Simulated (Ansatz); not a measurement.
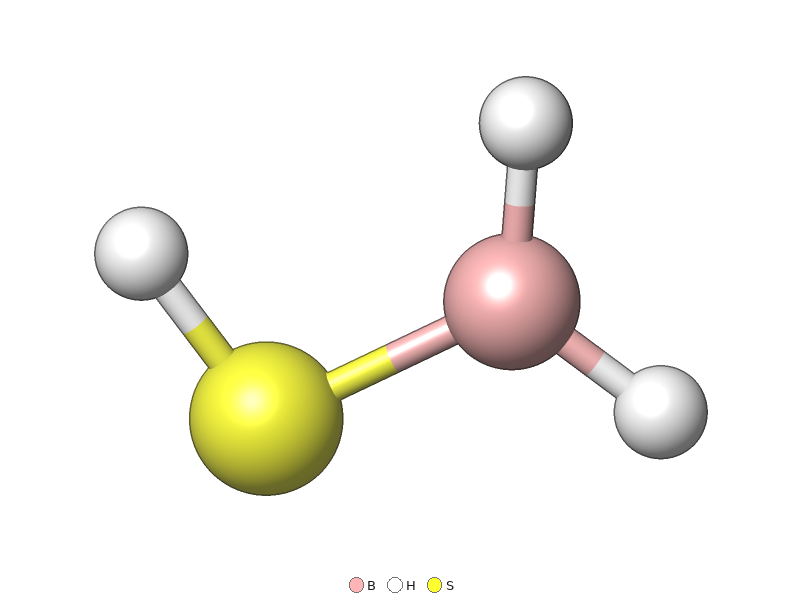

Ball-and-stick drawing of a structure.

The computed structure is the end point of a PBE0-D4/def2-TZVP optimisation.

Identify the structure.

The molecule is BH₃S. The point group is Cs. All atoms lie on one plane. Coordination: 1 B trigonal planar; 1 S bent.

More results for the same structure follow; atom numbers are the same in all pictures, views and colours differ.

Geometry

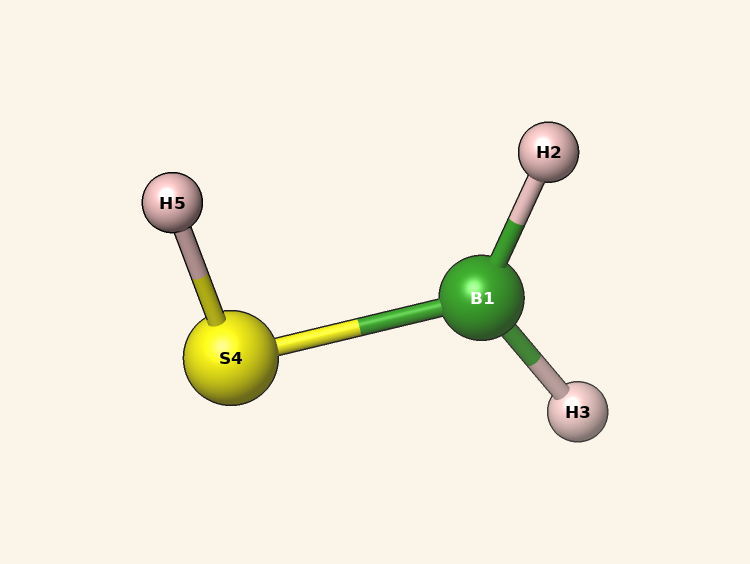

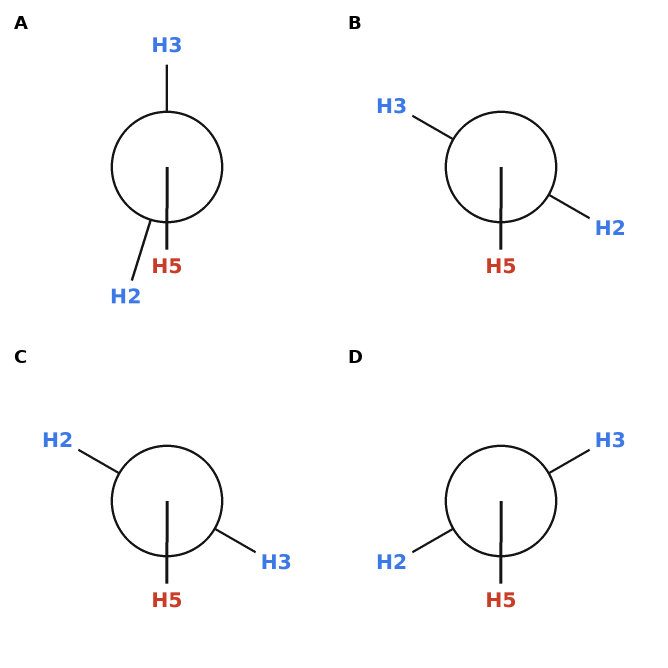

Depth is shown by fading: the farther an atom, the more it takes the colour of the background. Bonds that would overlap in a projection are set slightly apart.

Which Newman projection shows the view along S4–B1, with S4 in front?

Answer. A. The torsion angle H5–S4–B1–H2 is 0°, synperiplanar (eclipsed).

Electronic properties

Method: RKS PBE0-D4/def2-TZVPP (Ansatz 0.2.0).

Computed properties:

- HOMO energy (Kohn–Sham orbital): −8.48 eV
- LUMO energy (Kohn–Sham orbital): −1.31 eV
- HOMO–LUMO gap: 7.17 eV

Vibrations

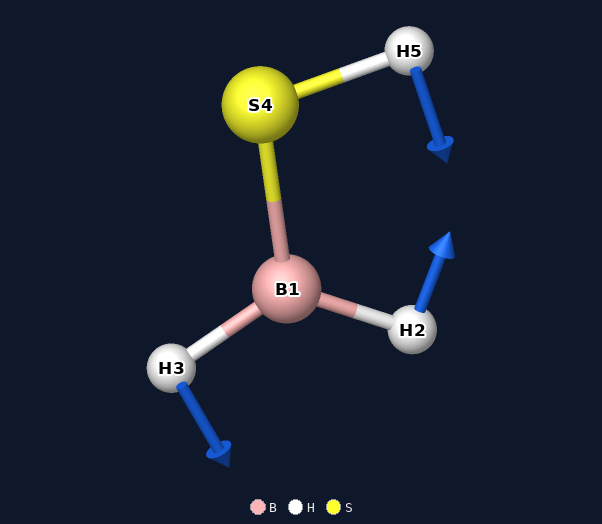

The arrows show one normal mode. Harmonic vibrations computed with RKS PBE0-D4/def2-TZVP (Ansatz 0.2.0) at a stationary point of the same level.

What kind of motion is it?

Answer. Mostly H–B–S bending.

At what wavenumber does it lie?

Answer. 667 cm⁻¹; it is mode 2 of 9 counted from the lowest.

Dipole moment

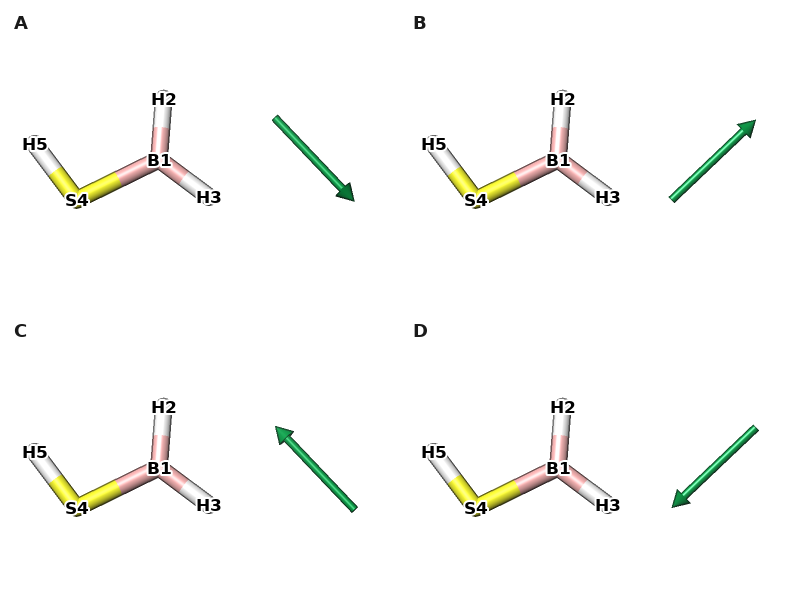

The same molecule four times, each with an arrow. Properties computed with RKS PBE0-D4/def2-TZVP (Ansatz 0.2.0).

Which arrow points along the dipole moment, from the negative to the positive end?

Answer. C. The dipole moment is 0.93 D; it points from the side of H3 to the side of H5 (the outermost atoms at the two ends).
